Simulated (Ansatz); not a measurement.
# Nudged elastic band, with input and output: Al$_{2}$H$_{6}$O$_{3}$ (part 1 of 2)

System: Al$_{2}$H$_{6}$O$_{3}$.
Method: RKS PBE0/def2-SVP (Ansatz 0.2.0).

It belongs to a series of runs on one base structure; here: band between the two ends. Figures and captions count atoms from 1; the log counts them from 0 in places.

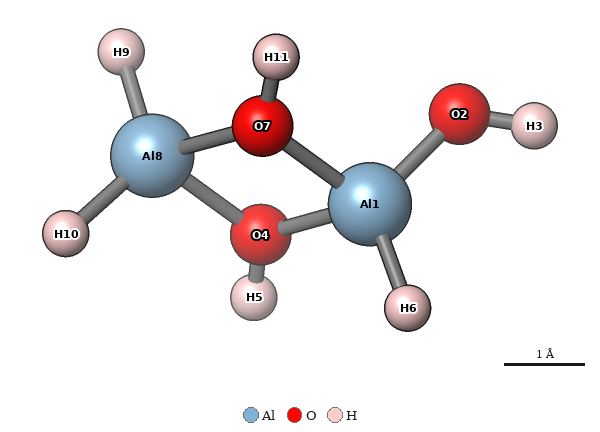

Fig. 1: The input geometry (ball-and-stick view, seen at a tilt; atoms are numbered from 1 in the order of the input). Sticks mark near contacts. Bond lengths as drawn: Al–H 1.59 Å, Al–O 1.71 to 1.87 Å and H–O 0.96 Å.

## Input
```yaml
crystal:
  periodic: [false, false, false]
  atoms:
    - { symbol: Al, position_ang: [-0.356493, 0.24498, 0.534479] }
    - { symbol: O, position_ang: [-0.611642, -1.187407, 1.438681] }
    - { symbol: H, position_ang: [-1.054326, -1.968764, 1.107938] }
    - { symbol: O, position_ang: [1.418159, 0.794496, 0.453416] }
    - { symbol: H, position_ang: [2.00861, 0.700863, -0.29791] }
    - { symbol: H, position_ang: [-1.072308, 0.464868, -0.863981] }
    - { symbol: O, position_ang: [-0.420062, 1.642295, 1.75816] }
    - { symbol: Al, position_ang: [1.368051, 2.199462, 1.688791] }
    - { symbol: H, position_ang: [2.084952, 1.880689, 3.070899] }
    - { symbol: H, position_ang: [1.574571, 3.579259, 0.928595] }
    - { symbol: H, position_ang: [-0.931113, 1.570558, 2.570331] }
basis:
  gaussian: { orbitals: def2-SVP }
hamiltonian:
  xc: pbe0
neb:
  order_check: false
  images: 9
  f_tol: 0.05
  max_iterations: 60
  final_atoms:
    - { symbol: Al, position_ang: [0.1348178, 0.49137094, 0.2301329] }
    - { symbol: O, position_ang: [-0.5257504, -0.85668329, 1.56228832] }
    - { symbol: H, position_ang: [-1.47522216, -1.02850719, 1.50620414] }
    - { symbol: O, position_ang: [1.57462034, -0.14335245, -0.4517334] }
    - { symbol: H, position_ang: [1.62554064, -0.54340222, -1.31961541] }
    - { symbol: H, position_ang: [-1.17884452, 0.65518416, -0.66076208] }
    - { symbol: O, position_ang: [0.39308343, 1.57849572, 1.56451661] }
    - { symbol: Al, position_ang: [1.08726387, 2.9405743, 2.29881336] }
    - { symbol: H, position_ang: [1.13423859, 2.9632903, 3.8886839] }
    - { symbol: H, position_ang: [1.62628894, 4.15469193, 1.42779927] }
    - { symbol: H, position_ang: [-0.38763753, -0.29036318, 2.34307138] }
  initial_path:
    images:
      - { positions_ang: [[-0.356493, 0.24498, 0.534479], [-0.611642, -1.187407, 1.438681], [-1.054326, -1.968764, 1.107938], [1.418159, 0.794496, 0.453416], [2.00861, 0.700863, -0.29791], [-1.072308, 0.464868, -0.863981], [-0.420062, 1.642295, 1.75816], [1.368051, 2.199462, 1.688791], [2.084952, 1.880689, 3.070899], [1.574571, 3.579259, 0.928595], [-0.931113, 1.570558, 2.570331]] }
      - { positions_ang: [[-0.27892288, 0.22152201, 0.40753097], [-0.474886, -0.97764205, 1.55347207], [-1.00604369, -1.67778277, 1.35080119], [1.44511656, 0.70184427, 0.16249654], [1.98777991, 0.44585929, -0.49397186], [-1.12425835, 0.40075746, -0.86281774], [-0.33150267, 1.71462472, 1.56604084], [1.22537825, 2.23175616, 1.83560126], [1.91393345, 1.7467372, 3.11793109], [1.38635653, 3.62820405, 1.33567395], [-0.73455211, 1.48541865, 2.4166407]] }
      - { positions_ang: [[-0.20135276, 0.19806403, 0.28058293], [-0.33813001, -0.76787709, 1.66826315], [-0.95776137, -1.38680154, 1.59366439], [1.47207412, 0.60919255, -0.12842293], [1.96694983, 0.19085558, -0.69003372], [-1.17620869, 0.33664691, -0.86165448], [-0.24294334, 1.78695443, 1.37392167], [1.0827055, 2.26405032, 1.98241151], [1.74291489, 1.6127854, 3.16496318], [1.19814206, 3.67714911, 1.7427529], [-0.53799123, 1.4002793, 2.26295039]] }
      - { positions_ang: [[-0.12378263, 0.17460604, 0.1536349], [-0.20137401, -0.55811214, 1.78305422], [-0.90947906, -1.09582031, 1.83652758], [1.49903167, 0.51654082, -0.41934239], [1.94611974, -0.06414813, -0.88609558], [-1.22815904, 0.27253637, -0.86049122], [-0.154384, 1.85928415, 1.18180251], [0.94003275, 2.29634448, 2.12922177], [1.57189634, 1.4788336, 3.21199527], [1.00992758, 3.72609416, 2.14983185], [-0.34143034, 1.31513995, 2.10926009]] }
      - { positions_ang: [[-0.04621251, 0.15114806, 0.02668687], [-0.06461802, -0.34834718, 1.8978453], [-0.86119675, -0.80483907, 2.07939078], [1.52598923, 0.4238891, -0.71026185], [1.92528965, -0.31915185, -1.08215744], [-1.28010938, 0.20842583, -0.85932796], [-0.06582467, 1.93161386, 0.98968335], [0.79736, 2.32863864, 2.27603202], [1.40087778, 1.3448818, 3.25902735], [0.82171311, 3.77503922, 2.5569108], [-0.14486945, 1.2300006, 1.95556978]] }
      - { positions_ang: [[0.03135761, 0.12769007, -0.10026117], [0.07213798, -0.13858223, 2.01263637], [-0.81291443, -0.51385784, 2.32225397], [1.55294679, 0.33123737, -1.00118131], [1.90445957, -0.57415556, -1.2782193], [-1.33205973, 0.14431529, -0.85816469], [0.02273466, 2.00394358, 0.79756419], [0.65468725, 2.3609328, 2.42284228], [1.22985923, 1.21093, 3.30605944], [0.63349864, 3.82398427, 2.96398975], [0.05169143, 1.14486125, 1.80187948]] }
      - { positions_ang: [[0.05204965, 0.20042624, -0.03418235], [-0.0474397, -0.28220244, 1.92256676], [-0.94537598, -0.61678771, 2.15904401], [1.5572815, 0.23631941, -0.89129173], [1.84867578, -0.56800489, -1.28649852], [-1.30141669, 0.24648906, -0.81868417], [0.09680441, 1.918854, 0.95095467], [0.74120258, 2.4768611, 2.39803649], [1.2107351, 1.56140206, 3.42258433], [0.8320567, 3.89012581, 2.65675165], [-0.03617436, 0.85781637, 1.91011786]] }
      - { positions_ang: [[0.07274169, 0.27316242, 0.03189646], [-0.16701737, -0.42582266, 1.83249715], [-1.07783752, -0.71971758, 1.99583404], [1.56161621, 0.14140144, -0.78140215], [1.79289199, -0.56185422, -1.29477774], [-1.27077365, 0.34866283, -0.77920365], [0.17087417, 1.83376443, 1.10434516], [0.8277179, 2.5927894, 2.37323071], [1.19161097, 1.91187412, 3.53910922], [1.03061476, 3.95626734, 2.34951356], [-0.12404015, 0.57077148, 2.01835624]] }
      - { positions_ang: [[0.09343373, 0.34589859, 0.09797527], [-0.28659505, -0.56944287, 1.74242754], [-1.21029907, -0.82264745, 1.83262408], [1.56595092, 0.04648348, -0.67151257], [1.73710821, -0.55570356, -1.30305696], [-1.2401306, 0.45083661, -0.73972312], [0.24494392, 1.74867486, 1.25773564], [0.91423322, 2.7087177, 2.34842493], [1.17248684, 2.26234618, 3.65563411], [1.22917282, 4.02240887, 2.04227546], [-0.21190594, 0.28372659, 2.12659462]] }
      - { positions_ang: [[0.11412576, 0.41863477, 0.16405408], [-0.40617273, -0.71306308, 1.65235793], [-1.34276061, -0.92557732, 1.66941411], [1.57028563, -0.04843449, -0.56162298], [1.68132442, -0.54955289, -1.31133619], [-1.20948756, 0.55301038, -0.7002426], [0.31901368, 1.66358529, 1.41112612], [1.00074854, 2.824646, 2.32361914], [1.15336272, 2.61281824, 3.77215901], [1.42773088, 4.0885504, 1.73503737], [-0.29977173, -0.0033183, 2.234833]] }
      - { positions_ang: [[0.1348178, 0.49137094, 0.2301329], [-0.5257504, -0.85668329, 1.56228832], [-1.47522216, -1.02850719, 1.50620414], [1.57462034, -0.14335245, -0.4517334], [1.62554064, -0.54340222, -1.31961541], [-1.17884452, 0.65518416, -0.66076208], [0.39308343, 1.57849572, 1.56451661], [1.08726387, 2.9405743, 2.29881336], [1.13423859, 2.9632903, 3.8886839], [1.62628894, 4.15469193, 1.42779927], [-0.38763753, -0.29036318, 2.34307138]] }
```

Launch command:
```bash
ansatz run input.yaml --threads 4 --pin off --max-ram 5120MiB --backend cpu --events-out ev --progress --plain --runs-dir out
```

## What the program printed
```
Engine: ansatz 0.2.0, aarch64-unknown-linux-gnu
Functional definition: PBE0
  parameter a = 0.25
  parameter kappa = 0.804
  parameter beta = 0.06672455060314922
  exchange = (1 - a)*pbe_x(kappa = kappa, mu = beta*pi^2/3) + a*exact_x
  correlation = pbe_c(beta = beta)
1069 factors; integrals over basis functions are off by at most 4.1e-4 eV
mean field evaluation 1: about -19406.7310 eV, gradient 7.7e1 eV
mean field evaluation 2: about -19390.3412 eV, gradient 1.2e2 eV
mean field evaluation 4: about -19416.9258 eV, gradient 6.6e0 eV
mean field evaluation 8: about -19417.0000 eV, gradient 1.2e-2 eV
mean field -19417.00002312 eV, -713.5615895343 hartree, gradient 4.4e-5 eV, S^2 0.000000; 0 other end points of the search recorded, 0 dependent functions left out
the calculation of the forces begins
reference -19417.00005850 eV, -713.5615908344 hartree; 28, 28 occupied and 80, 80 virtual orbitals, 1069 factors
1071 factors; integrals over basis functions are off by at most 8.4e-4 eV
mean field evaluation 16: about -19369.5248 eV, gradient 1.5e2 eV
mean field -19415.46342972 eV, -713.5051207685 hartree, gradient 2.5e-5 eV, S^2 0.000000; 0 other end points of the search recorded, 0 dependent functions left out
[... from here on the field's lines of each further geometry are left out, up to the last ...]
NEB iter   1: max|band force component| = 9.071e0 eV/Å  barrier→ = 5.6458 eV  barrier← = 4.1092 eV  Δτ_max = 0.2000 Å  (260 SCF iters)
NEB iter   2: max|band force component| = 5.055e0 eV/Å  barrier→ = 3.5651 eV  barrier← = 2.0285 eV  Δτ_max = 0.2000 Å  (249 SCF iters)
NEB iter   3: max|band force component| = 1.970e0 eV/Å  barrier→ = 2.7424 eV  barrier← = 1.2058 eV  Δτ_max = 0.1988 Å  (244 SCF iters)
NEB iter   4: max|band force component| = 9.110e-1 eV/Å  barrier→ = 2.3919 eV  barrier← = 0.8554 eV  Δτ_max = 0.2000 Å  (237 SCF iters)
NEB iter   5: max|band force component| = 7.974e-1 eV/Å  barrier→ = 2.1581 eV  barrier← = 0.6215 eV  Δτ_max = 0.2000 Å  (233 SCF iters)
NEB iter   6: max|band force component| = 4.736e-1 eV/Å  barrier→ = 1.9824 eV  barrier← = 0.4458 eV  CI = image 5  Δτ_max = 0.2000 Å  (233 SCF iters)
NEB iter   7: max|band force component| = 4.289e-1 eV/Å  barrier→ = 1.9136 eV  barrier← = 0.3770 eV  CI = image 5  Δτ_max = 0.1004 Å  (230 SCF iters)
NEB iter   8: max|band force component| = 3.236e-1 eV/Å  barrier→ = 1.8559 eV  barrier← = 0.3193 eV  CI = image 5  Δτ_max = 0.1002 Å  (218 SCF iters)
NEB iter   9: max|band force component| = 3.996e-1 eV/Å  barrier→ = 1.7912 eV  barrier← = 0.2546 eV  CI = image 5  Δτ_max = 0.1004 Å  (216 SCF iters)
NEB iter  10: max|band force component| = 3.996e-1 eV/Å  barrier→ = 1.7143 eV  barrier← = 0.1777 eV  CI = image 5  Δτ_max = 0.2000 Å  (218 SCF iters)
NEB iter  11: max|band force component| = 1.117e0 eV/Å  barrier→ = 1.5926 eV  barrier← = 0.0561 eV  CI = image 8  Δτ_max = 0.2000 Å  (230 SCF iters)
NEB iter  12: max|band force component| = 1.220e0 eV/Å  barrier→ = 1.5940 eV  barrier← = 0.0575 eV  CI = image 8  Δτ_max = 0.1993 Å  (231 SCF iters)
NEB iter  13: max|band force component| = 1.241e0 eV/Å  barrier→ = 1.5890 eV  barrier← = 0.0525 eV  CI = image 8  Δτ_max = 0.2000 Å  (223 SCF iters)
NEB iter  14: max|band force component| = 1.140e0 eV/Å  barrier→ = 1.5866 eV  barrier← = 0.0500 eV  CI = image 8  Δτ_max = 0.2000 Å  (233 SCF iters)
NEB iter  15: max|band force component| = 6.796e-1 eV/Å  barrier→ = 1.5906 eV  barrier← = 0.0540 eV  CI = image 9  Δτ_max = 0.1988 Å  (232 SCF iters)
NEB iter  16: max|band force component| = 1.295e0 eV/Å  barrier→ = 1.5930 eV  barrier← = 0.0564 eV  CI = image 7  Δτ_max = 0.0995 Å  (238 SCF iters)
NEB iter  17: max|band force component| = 8.038e-1 eV/Å  barrier→ = 1.5867 eV  barrier← = 0.0501 eV  CI = image 7  Δτ_max = 0.0994 Å  (219 SCF iters)
NEB iter  18: max|band force component| = 1.371e0 eV/Å  barrier→ = 1.5849 eV  barrier← = 0.0483 eV  CI = image 7  Δτ_max = 0.0501 Å  (220 SCF iters)
NEB iter  19: max|band force component| = 3.364e-1 eV/Å  barrier→ = 1.5836 eV  barrier← = 0.0470 eV  CI = image 7  Δτ_max = 0.1007 Å  (214 SCF iters)
NEB iter  20: max|band force component| = 6.714e-1 eV/Å  barrier→ = 1.5826 eV  barrier← = 0.0461 eV  CI = image 7  Δτ_max = 0.0366 Å  (219 SCF iters)
NEB iter  21: max|band force component| = 1.464e-1 eV/Å  barrier→ = 1.5817 eV  barrier← = 0.0451 eV  CI = image 7  Δτ_max = 0.0462 Å  (214 SCF iters)
NEB iter  22: max|band force component| = 9.370e-2 eV/Å  barrier→ = 1.5812 eV  barrier← = 0.0446 eV  CI = image 7  Δτ_max = 0.0502 Å  (214 SCF iters)
NEB iter  23: max|band force component| = 2.418e-1 eV/Å  barrier→ = 1.5811 eV  barrier← = 0.0445 eV  CI = image 7  Δτ_max = 0.0251 Å  (220 SCF iters)
NEB iter  24: max|band force component| = 8.637e-2 eV/Å  barrier→ = 1.5809 eV  barrier← = 0.0443 eV  CI = image 7  Δτ_max = 0.0288 Å  (219 SCF iters)
NEB iter  25: max|band force component| = 1.660e-1 eV/Å  barrier→ = 1.5808 eV  barrier← = 0.0442 eV  CI = image 7  Δτ_max = 0.0091 Å  (208 SCF iters)
the calculation of the forces begins
reference -19415.45511242 eV, -713.5048151132 hartree; 28, 28 occupied and 80, 80 virtual orbitals, 1071 factors
1071 factors; integrals over basis functions are off by at most 9.7e-4 eV
mean field -19415.41926275 eV, -713.5034976622 hartree, gradient 7.8e-5 eV, S^2 0.000000; 1 other end points of the search recorded, 0 dependent functions left out
the calculation of the forces begins
reference -19415.41929932 eV, -713.5034990061 hartree; 28, 28 occupied and 80, 80 virtual orbitals, 1071 factors
NEB iter  26: max|band force component| = 4.932e-2 eV/Å  barrier→ = 1.5808 eV  barrier← = 0.0442 eV  CI = image 7  Δτ_max = 0.0000 Å  (415 SCF iters)
```
